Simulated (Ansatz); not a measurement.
# SiH2O (oxosilane): RPA@PBE/def2-TZVPP

Aim: the vertical ionisation energy of SiH2O (oxosilane) at RPA@PBE/def2-TZVPP, from 2 runs. 

Program for the calculation: Ansatz 0.2.0.

50 further runs of the same task are left out: 50 set aside as unsound or not needed.

### Step 1. The system as given

SiH2O: 4 atoms, total charge 0, spin state singlet. As SMILES, `O=[SiH2]`. The coordinates come from a PBE0-D4/def2-TZVP relaxation.

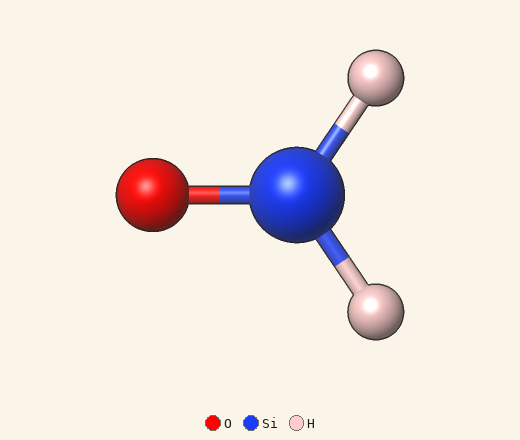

Viewed from a chosen angle; oxygen red, silicon blue, hydrogen pink.

### Step 2. The energy at RPA@PBE/def2-TZVPP

The input, input.yaml:

```yaml
crystal:
  periodic: [false, false, false]
  atoms:
    - {symbol: O, position_ang: [-0.283200, 0.413500, 1.469500]}
    - {symbol: Si, position_ang: [-0.006700, 0.009800, 0.034900]}
    - {symbol: H, position_ang: [0.439900, -1.346000, -0.376200]}
    - {symbol: H, position_ang: [-0.150000, 0.922700, -1.128300]}
basis:
  gaussian:
    orbitals: def2-TZVPP
magnetization:
  spin_polarized: false
  initial_magnetization: 0
hamiltonian:
  xc: pbe
correlation:
  method: rpa
  frozen_orbitals: {H: 0, O: 1, Si: 5}
accuracy: high
```

Command:

```sh
$ ansatz run input.yaml --threads 1 --pin off --max-ram 3480MiB --events-out events.jsonl --progress --plain --runs-dir runs
```

Output:

```text
Warning: RAYON_NUM_THREADS=1 ignored (pool sized by the plan → 1); use --threads N
Functional definition: PBE
  name "PBE"
  parameter kappa = 0.804
  parameter beta = 0.06672455060314922
  exchange = pbe_x(kappa = kappa, mu = beta*pi^2/3)
  correlation = pbe_c(beta = beta)
1618 factors; integrals over basis functions are off by at most 3.1e-9 eV
mean field evaluation 1: about -9942.1407 eV, gradient 7.3e1 eV
mean field evaluation 2: about -9942.1327 eV, gradient 7.3e1 eV
mean field evaluation 4: about -9950.1113 eV, gradient 2.1e1 eV
mean field evaluation 8: about -9951.6803 eV, gradient 4.0e-1 eV
mean field evaluation 16: about -9951.6798 eV, gradient 5.3e-6 eV
mean field evaluation 32: about -9874.7109 eV, gradient 9.3e1 eV
mean field -9951.67982519 eV, -365.7174880850 hartree, gradient 2.5e-8 eV, S^2 0.000000; 0 other end points of the search recorded, 0 dependent functions left out
6 core orbitals not correlated: weight in the atoms' cores, before any rotation towards them, 1.000 or more for the frozen orbitals, at most 0.000 for the correlated occupied ones
reference -9930.88451714 eV, -364.9532746098 hartree; 6, 6 occupied and 89, 89 virtual orbitals, 1618 factors
Total energy: -9946.96764261 eV, -365.5443185689 hartree
```

It took 8.1 s on 1 thread of Arm Neoverse V2, shared host; peak memory 0.32 GiB.

### Step 3. The doublet cation at the same level

The input, in.yaml:

```yaml
crystal:
  periodic: [false, false, false]
  atoms:
    - {symbol: O, position_ang: [-0.283200, 0.413500, 1.469500]}
    - {symbol: Si, position_ang: [-0.006700, 0.009800, 0.034900]}
    - {symbol: H, position_ang: [0.439900, -1.346000, -0.376200]}
    - {symbol: H, position_ang: [-0.150000, 0.922700, -1.128300]}
basis:
  gaussian: {orbitals: def2-TZVPP}
total_charge: 1
magnetization: {spin_polarized: true, initial_magnetization: 1}
hamiltonian: {xc: {name: PBE}}
correlation: {method: rpa, frozen_orbitals: {H: 0, O: 1, Si: 5}}
accuracy: high
```

Command:

```sh
$ ansatz run in.yaml --threads 1 --pin off --max-ram 3480MiB --events-out events.jsonl --progress --plain --runs-dir runs
```

Output:

```text
Warning: RAYON_NUM_THREADS=1 ignored (pool sized by the plan → 1); use --threads N
[... 6 set-up lines as earlier in the session ...]
1618 factors; integrals over basis functions are off by at most 3.1e-9 eV
mean field evaluation 1: about -9911.0040 eV, gradient 8.8e1 eV
mean field evaluation 2: about -9910.9974 eV, gradient 8.8e1 eV
mean field evaluation 4: about -9931.3995 eV, gradient 3.6e1 eV
mean field evaluation 8: about -9940.9350 eV, gradient 7.8e-1 eV
mean field evaluation 16: about -9940.9355 eV, gradient 2.2e-4 eV
mean field evaluation 32: about -9940.7407 eV, gradient 1.6e0 eV
mean field evaluation 64: about -9881.8208 eV, gradient 4.3e1 eV
mean field -9940.93550711 eV, -365.3226416781 hartree, gradient 2.3e-8 eV, S^2 0.755647; 3 other end points of the search recorded, 0 dependent functions left out
6 core orbitals not correlated: weight in the atoms' cores, before any rotation towards them, 1.000 or more for the frozen orbitals, at most 0.000 for the correlated occupied ones
reference -9921.11349731 eV, -364.5941962539 hartree; 6, 5 occupied and 89, 90 virtual orbitals, 1618 factors
Total energy: -9935.95503484 eV, -365.1396126982 hartree
```

Run time: 12 s. Hardware: 1 thread of Arm Neoverse V2, shared host; peak memory 0.33 GiB.

### Step 4. Summary of results

Level: RPA@PBE/def2-TZVPP, 6 core orbitals frozen.

| quantity | value |
| --- | --- |
| singlet SiH2O: total energy | -365.54432 Eh |
| singlet SiH2O: RPA correlation energy (valence) | -591.0 mEh |
| doublet cation: total energy | -365.13961 Eh |
| doublet cation: RPA correlation energy (valence) | -545.4 mEh |
| doublet cation: ⟨S²⟩ of the reference determinant | 0.756 |
| vertical ionisation energy (to the doublet cation) | 11.013 eV |

In words: The vertical ionisation energy comes to 11.01 eV (254 kcal/mol).
